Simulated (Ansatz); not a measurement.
## C$_{5}$H$_{9}$: one change and its effect

System: C$_{5}$H$_{9}$, charge +1, SMILES C=C(C)[CH+]C.
Method of run 1: RKS PBE-D4/def2-TZVPP (Ansatz 0.2.0).

The geometry comes from this level: PBE0-D4/def2-TZVPP. Text and figures count atoms from 1; the logs count them from 0 in places.

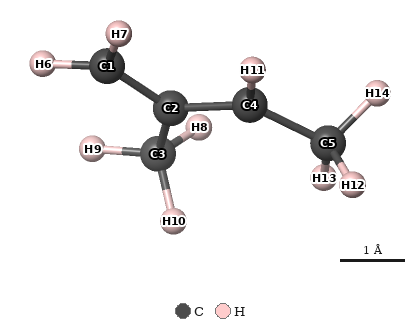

**Figure 1.** The input geometry (ball-and-stick view, seen at a tilt; atoms are numbered from 1 in the order of the input).

### The input, run 1
```yaml
crystal:
  periodic: [false, false, false]
  atoms:
    - { symbol: C, position_ang: [-1.16380425, 1.32561523, 0.47889828] }
    - { symbol: C, position_ang: [-0.50796997, 0.18386982, 0.11214376] }
    - { symbol: C, position_ang: [-1.20112918, -1.10956065, -0.16901362] }
    - { symbol: C, position_ang: [0.88409179, 0.32836713, 0.02069539] }
    - { symbol: C, position_ang: [1.83081235, -0.69952155, -0.34279657] }
    - { symbol: H, position_ang: [-2.24338272, 1.35334366, 0.58719199] }
    - { symbol: H, position_ang: [-0.62447199, 2.24606846, 0.67489346] }
    - { symbol: H, position_ang: [-1.00844984, -1.440713, -1.19122425] }
    - { symbol: H, position_ang: [-2.27736027, -1.01101627, -0.04284807] }
    - { symbol: H, position_ang: [-0.85119354, -1.89365306, 0.50516491] }
    - { symbol: H, position_ang: [1.29209306, 1.31203707, 0.24582567] }
    - { symbol: H, position_ang: [2.58322872, -0.77908061, 0.45782207] }
    - { symbol: H, position_ang: [1.39763107, -1.67040311, -0.56230063] }
    - { symbol: H, position_ang: [2.42880478, -0.33694314, -1.19396238] }
total_charge: 1
basis:
  gaussian: { orbitals: def2-TZVPP }
hamiltonian:
  xc: pbe
  dispersion: d4
```

Command:
```bash
ansatz run input.yaml --threads 4 --pin off --max-ram 10240MiB --backend cpu --events-out ev --progress --plain --runs-dir out
```

Hardware: 4 threads of Intel Xeon @ 2.50GHz (Skylake/Cascade Lake), 189 GiB of memory available, shared host.

### Output (run 1)
```
Engine: ansatz 0.2.0, x86_64-unknown-linux-gnu
Functional definition: PBE
  parameter kappa = 0.804
  parameter beta = 0.06672455060314922
  exchange = pbe_x(kappa = kappa, mu = beta*pi^2/3)
  correlation = pbe_c(beta = beta)
1431 factors; their error is unknown
mean field evaluation 1: about -5295.5519 eV, gradient 9.7e1 eV
mean field evaluation 2: about -5265.0484 eV, gradient 1.4e2 eV
mean field evaluation 4: about -5315.6199 eV, gradient 2.8e1 eV
mean field evaluation 8: about -5317.8523 eV, gradient 9.8e-2 eV
mean field evaluation 16: about -5317.8125 eV, gradient 1.4e-3 eV
mean field -5317.81253156 eV, -195.4260059921 hartree, gradient 6.3e-5 eV, S^2 0.000000; 0 other end points of the search recorded, 0 dependent functions left out
reference -5317.81257279 eV, -195.4260075072 hartree; 19, 19 occupied and 262, 262 virtual orbitals, 1431 factors
Total energy: -5318.03832207 eV, -195.4343036401 hartree
```

For run 2 the input was changed thus:
```diff
-  xc: pbe
+  xc: { name: B3LYP }
```

How does run 2 compare with run 1?

The total energies belong to different methods, so their difference says nothing on which is more stable or more accurate. The functional changes from PBE to B3LYP. On the same kind of shared host run 2 took about 1.8 times as long.

### Output (run 2)
```
Engine: ansatz 0.2.0, x86_64-unknown-linux-gnu
Functional definition: B3LYP
  parameter a0 = 0.2
  parameter ax = 0.72
  parameter ac = 0.81
  exchange = (1 - a0 - ax)*slater_x + ax*b88_x + a0*exact_x
  correlation = (1 - ac)*vwn_rpa_c + ac*lyp_c
1431 factors; their error is unknown
mean field evaluation 1: about -5308.6625 eV, gradient 8.5e1 eV
mean field evaluation 2: about -5300.4544 eV, gradient 9.8e1 eV
mean field evaluation 4: about -5325.3514 eV, gradient 1.2e1 eV
mean field evaluation 8: about -5325.6640 eV, gradient 7.2e-1 eV
mean field evaluation 16: about -5325.6648 eV, gradient 5.9e-5 eV
mean field -5325.66476385 eV, -195.7145702063 hartree, gradient 5.9e-5 eV, S^2 0.000000; 0 other end points of the search recorded, 0 dependent functions left out
reference -5325.66503156 eV, -195.7145800443 hartree; 19, 19 occupied and 262, 262 virtual orbitals, 1431 factors
Total energy: -5326.02417738 eV, -195.7277784099 hartree
```

### The two runs side by side

| quantity | run 1 | run 2 |
| --- | --- | --- |
| outcome | converged | converged |
| total energy (hartree) | −195.434304 | −195.727778 |
| basis functions | 281 | 281 |
| wall time (shared host) | 5 s | 9 s |
